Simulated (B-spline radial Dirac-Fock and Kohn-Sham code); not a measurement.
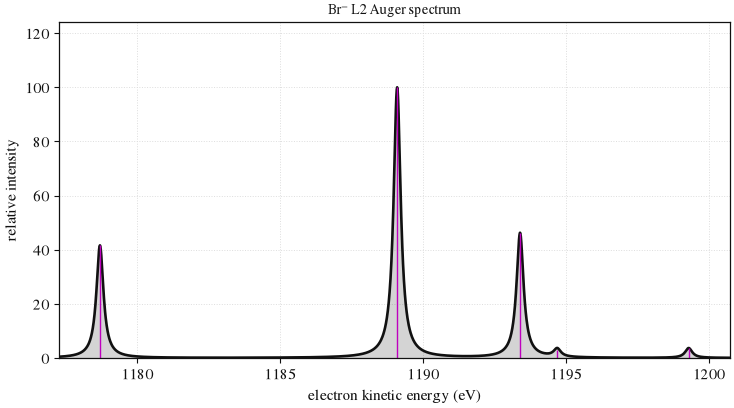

The Auger multiplet of an L2 hole with both final holes in M23, broadened by 0.30 eV full width. Kinetic energies count from the vacuum level; very weak lines are left out. Lines are named by their largest jj component, which in light atoms can differ from the customary names. Species: bromine in charge state −1 (Br⁻), configuration [Kr], inside a Watson sphere of charge +1 and radius 2.352 Å that stands in for a crystal. Computed with a B-spline radial code: Dirac–Fock ΔSCF energies in intermediate coupling of the two holes, Coulomb rates, valence shells as spectators.

Which line is strongest?

L2-M2M3 J=2 at 1.189 keV, 51 % of the multiplet.

How wide is the L2 level from this decay?

0.201 eV from this multiplet.
